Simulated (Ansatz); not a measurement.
# CH4AlFTe: what the fields show

The calculation's input:

```
crystal:
  periodic: [false, false, false]
  atoms:
    - {symbol: C, position_ang: [0.562013, -0.212437, -2.433147]}
    - {symbol: Al, position_ang: [2.386293, 2.240532, -0.875774]}
    - {symbol: F, position_ang: [3.489897, 2.922714, 0.174496]}
    - {symbol: Te, position_ang: [2.085798, -0.254101, -0.848164]}
    - {symbol: H, position_ang: [0.383540, 0.821248, -2.755137]}
    - {symbol: H, position_ang: [-0.359169, -0.645311, -2.026096]}
    - {symbol: H, position_ang: [0.933323, -0.810717, -3.273282]}
    - {symbol: H, position_ang: [1.575053, 3.183031, -1.843847]}
basis:
  gaussian:
    orbitals: def2-TZVPD
hamiltonian:
  xc: {name: PBE0}
output: {forces: true, orbitals: {seedname: orbitals}}
```

Run with:

```sh
ansatz run input.yaml --threads 1 --pin off --max-ram 2610MiB --events-out events.jsonl --progress --plain --runs-dir runs
```

Geometry: B3LYP-D3(BJ)/def2-SVP; core potentials replace the inner electrons of Te.

All numbers below come from isolated molecule in a Gaussian basis; Kohn-Sham density functional theory, functional PBE0 in Ansatz.

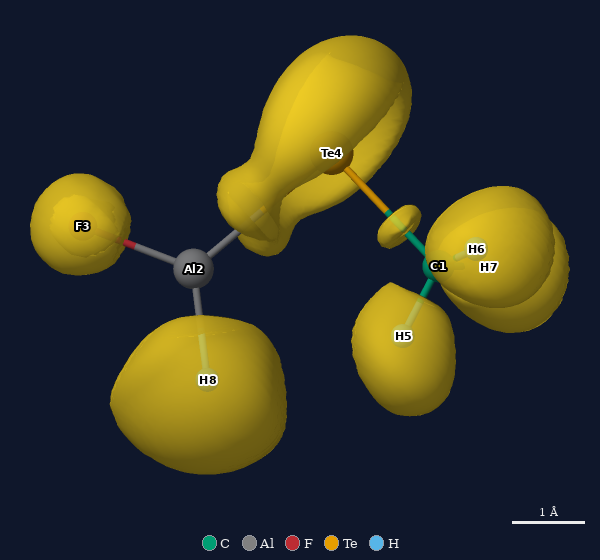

Figure 1. Isosurface of the electron localisation function at 0.8 (yellow), seen across its widest extent. Only the valence region is drawn (cores and ρ < 0.01 e/Å³ removed).

**Describe the localisation domains.**

The ELF exceeds this value in one region between bonded C–Te atoms (shared pairs), four regions around hydrogen nuclei, one region on Te in which the atom's valence shell and bonds are merged and one region wrapped around F (its valence shell). Profiles from the grid: Al–F (1.67 Å): the ELF peaks at about 0.85 in the valence shell of F, 0.5 Å from its nucleus, and is about 0.35 at the midpoint. C–Te (2.20 Å): the ELF peaks at about 0.90 between the atoms, as expected for a shared electron pair.

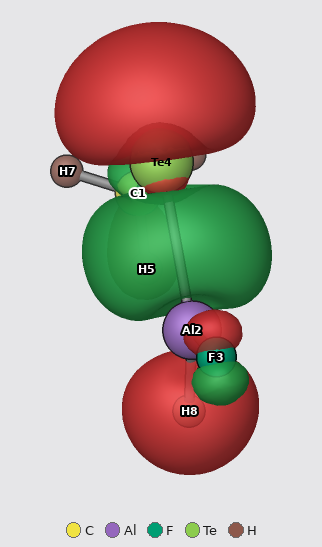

Figure 2. The HOMO−1 at ±0.1 Å⁻³ᐟ² (green and red are the two phases), seen at an oblique angle.

**What is the character of this orbital?**

Its weight (Hirshfeld) is mainly on Te4 (about 60 %), Al2 (about 20 %) and H8 (about 10 %). Its energy is −7.90 eV.

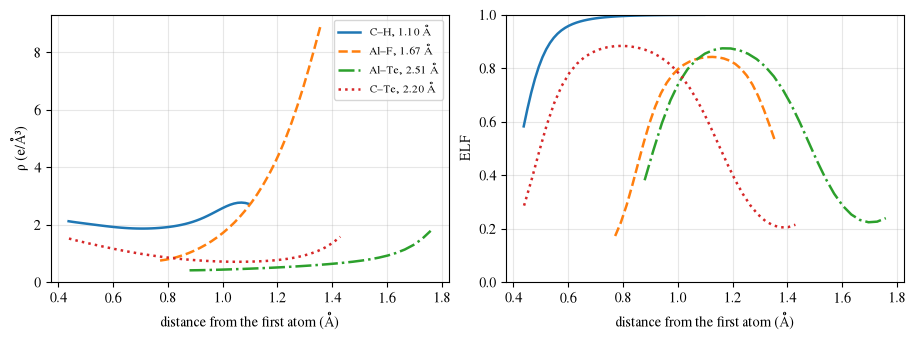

Figure 3. Electron density and electron localisation function along straight lines between neighbouring atoms. The curves leave out the atomic cores.

**Compare the contacts.**

C–H (1.10 Å): the density is about 2 e/Å³ at the midpoint; the ELF climbs to about 1 towards the hydrogen, as it does in any bond to H: an ordinary covalent bond to hydrogen.
Al–F (1.67 Å): ρ at the midpoint is about 0.88 e/Å³; the ELF peaks at about 0.85 in the valence shell of F, 0.5 Å from its nucleus, and is about 0.35 at the midpoint.
Al–Te (2.51 Å): the density is about 0.54 e/Å³ at the midpoint; the ELF peaks at about 0.85 between the atoms, as expected for localised, covalent bonding.
C–Te (2.20 Å): ρ at the midpoint is about 0.71 e/Å³; the ELF peaks at about 0.90 between the atoms; a shared electron pair.
